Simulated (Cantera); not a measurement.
Charge: 1 mol MgO, 4.7 mol H2, held at 2725 °C.

Cantera equilibrium calculation (NASA polynomials, part measured and part estimated; ideal gas, pure solids and liquids). Candidate condensed phases: H2O, Mg, MgO, Mg(OH)2; 15 gas species. The tables' values for MgH are old estimates; treat these amounts as uncertain. Rates play no part.

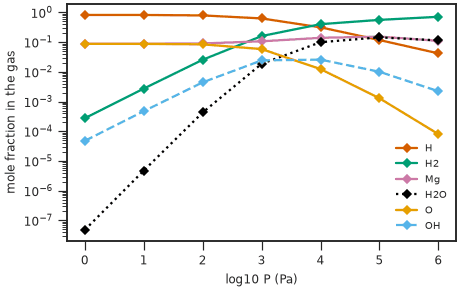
Figure: Equilibrium gas composition (values under 1e-9 drawn at 1e-9)

Problem. Read off the mole fractions at 7.50 Torr.

Solution. H about 0.63, H2 about 0.16, Mg about 0.11, O about 0.058, OH about 0.024, H2O about 0.019.
